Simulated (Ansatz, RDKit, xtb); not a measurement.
# C4H4ClFSi: ranking a sample of isomers

A sample of isomers of C4H4ClFSi is drawn. Aim: find which of them has the lowest free energy at 298.15 K, then its properties. The sample is small against all isomers, and the most stable one of this formula need not be in it.

The funnel: GFN2-xTB relaxations, single points with a density functional, relaxations at PBE0-D3(BJ)/def2-SVP, harmonic vibrations (at GFN2-xTB), and a last energy at a higher level. All values are calculated.

### Step 1. Candidates

Isomers were taken from a list of plausible structures; this is a sample, not all of them. That gives 11 candidates.

```csv
label,SMILES,spin
c006,F[Si@@H]1C=CC=C1Cl,singlet
c050,FC1=C(Cl)C=C[SiH2]1,singlet
c138,FC1=C[SiH2]C=C1Cl,singlet
c178,FC1=C[SiH2]C(Cl)=C1,singlet
c218,FC1=C[Si@@H](Cl)C=C1,singlet
c234,F[Si@@H]1C=CC(Cl)=C1,singlet
c260,F[Si]1(Cl)C=CC=C1,singlet
c290,FC1=C(Cl)[SiH2]C=C1,singlet
c509,FC1=CC=C(Cl)[SiH2]1,singlet
c814,FC1=CC(Cl)=C[SiH2]1,singlet
c880,FC1=CC=C[Si@@H]1Cl,singlet
```

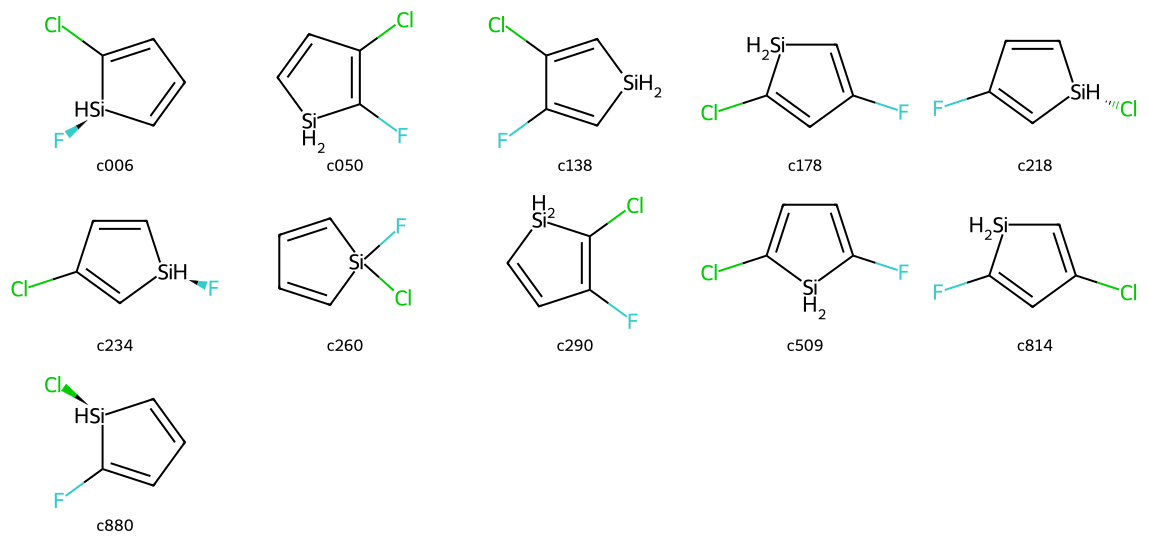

Structural formulas of the candidates.

Candidates are built by distance geometry, with a force field where one applies, in up to four conformers (letters a to d).

Q: Predict the outcome of this search (final energies at CCSD(T)/def2-SVP + MP2/def2-TZVPP - MP2/def2-SVP).

| quantity | value |
| --- | --- |
| lowest structure found | F[Si]1(Cl)C=CC=C1, singlet |
| next finalist | F[Si@@H]1C=CC(Cl)=C1, singlet, 34.5 kcal/mol higher in G |
| share at equilibrium, among the finalists | 100.0 % |

The search ends on `F[Si]1(Cl)C=CC=C1`. Among the finalists first place is clear (34.5 kcal/mol); structures outside the list aren't covered. GFN2-xTB, HF/STO-3G, r2SCAN-D4/def2-SVP, PBE0-D3(BJ)/def2-SVP, HF/def2-SVP and MP2/def2-SVP already put its bonding pattern lowest among the structures in one piece. The search is not exhaustive (a finite list of starts, one conformer a finalist), so a lower isomer can't be ruled out. Only 11 drawn patterns were tried, so whole families of isomers are missing, and the result ranks this sample alone. The lowest isomer need not be the one that is made and kept in a bottle, which depends on barriers.
